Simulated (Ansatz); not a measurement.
## Electronic structure of ClFSi···H2 in real space

```xyz
5

Si   -1.0074   -0.1385   -1.5855
H     1.5712   -0.3745    1.4959
H     2.1334   -0.3416    2.0193
Cl   -1.7284    1.7866   -1.1155
F    -0.1387   -0.4913   -0.2267
```

Theory: RKS PBE/def2-SVP (Ansatz 0.2.0).

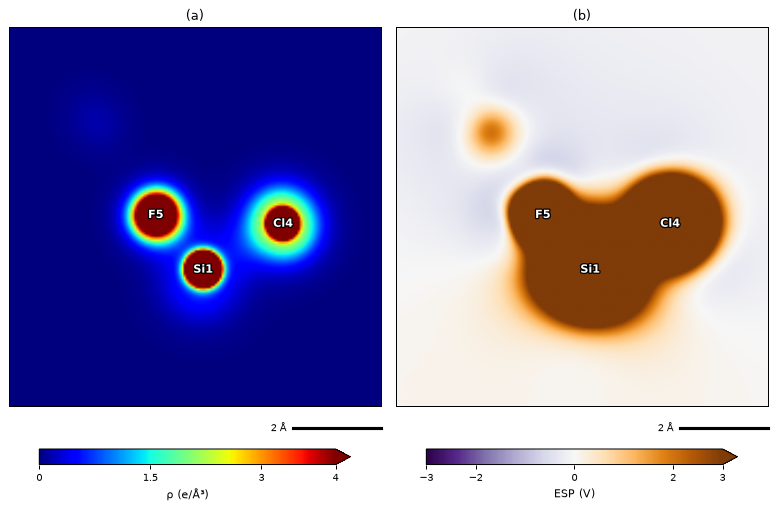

Figure 1. (a) electron density; (b) molecular electrostatic potential on the plane of atoms Cl4, Si1 and F5.

What do the fields say about this system?

The plane passes through Si, Cl and F nuclei. Si–F (1.65 Å): the density is about 0.94 e/Å³ at the midpoint. Si–Cl (2.11 Å): ρ at the midpoint is about 0.77 e/Å³, with its minimum of 0.58 e/Å³ about 0.8 Å from Si. Outside the dense part of the complex the potential is most negative (−0.6 V) near F5.

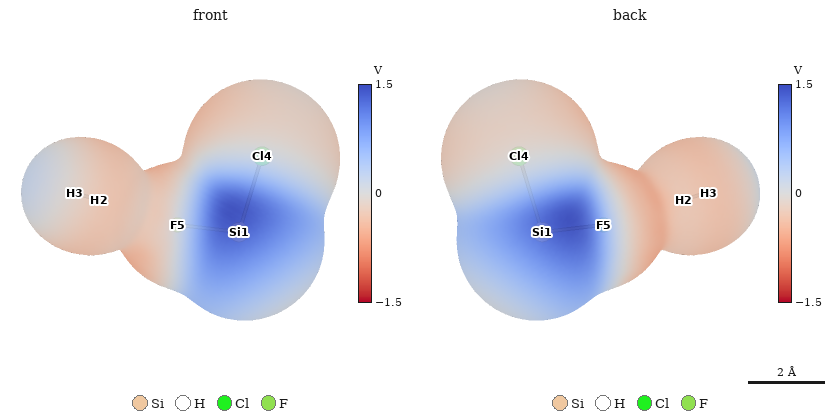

Figure 2. The electrostatic potential painted on the density surface at 0.001 e/bohr³, seen from the front and from behind; the colour scale runs from red (negative) to blue (positive).

Which sites attract a positive test charge, and which a negative one?

A positive charge is drawn to the negative regions and a negative charge to the positive ones. The most negative region (about −0.5 V) lies over F5, the most positive (about +1.4 V) over Si1.

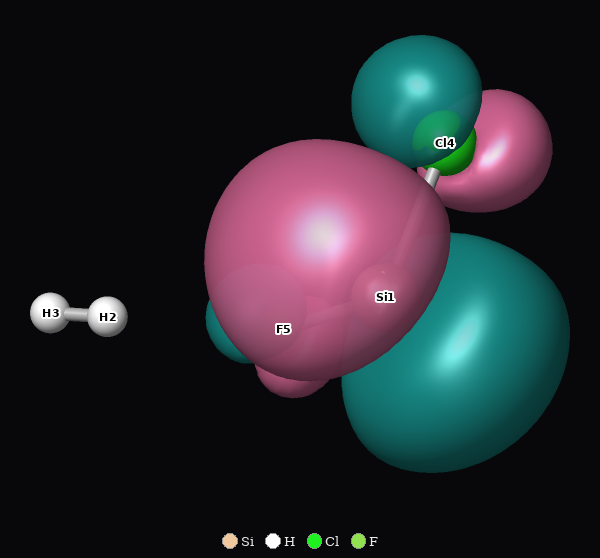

Figure 3. The LUMO at ±0.08 Å⁻³ᐟ² (teal and pink are the two phases), seen at a tilt.

Describe this orbital and give its energy.

By Hirshfeld shares it lies mainly on Si1 (about 80 %), Cl4 (about 15 %) and F5 (about 10 %). Its energy is −3.38 eV.
